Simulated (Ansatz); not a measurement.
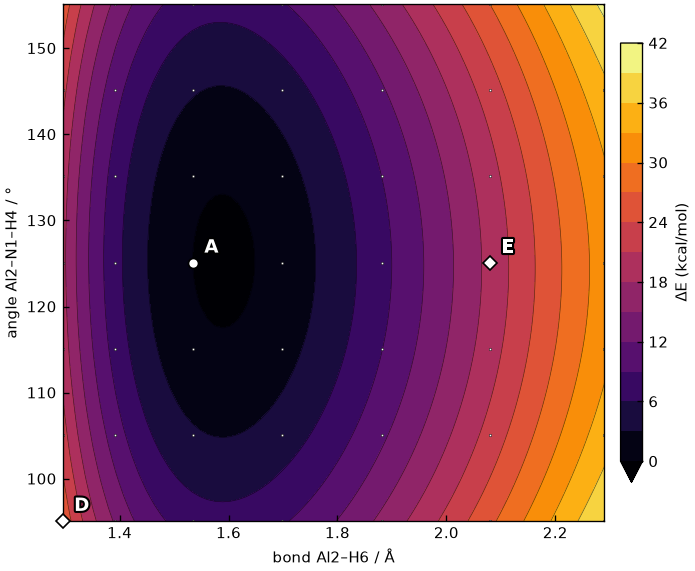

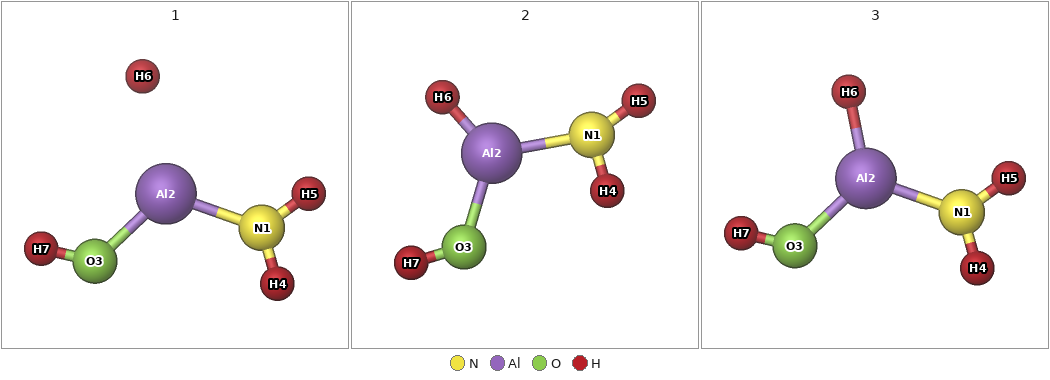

AlH4NO, SMILES [NH2][AlH][OH]. 
- Two internal coordinates are moved rigidly from the geometry relaxed at PBE0-D4/def2-TZVP, all others fixed.
- Coordinates scanned: (1) bond Al2–H6; (2) angle Al2–N1–H4.
- Grid: 7 × 7 points.
- Points are written as (first, second).
- Energies: kcal/mol, counted from the lowest grid point.
- Theory: RKS PBE-D4/def2-TZVPP (Ansatz).

Drawn: filled contours, dots at the grid points, lettered points. Between grid points the surface is interpolated. The numbered pictures are the structures at these points, in random order.

Question: Which structure belongs to which point?

Answer: A is structure 3: (1.534 Å, 125°), 0.0 kcal/mol; D is structure 2: (1.295 Å, 95°), 26.5 kcal/mol; E is structure 1: (2.080 Å, 125°), 18.9 kcal/mol.
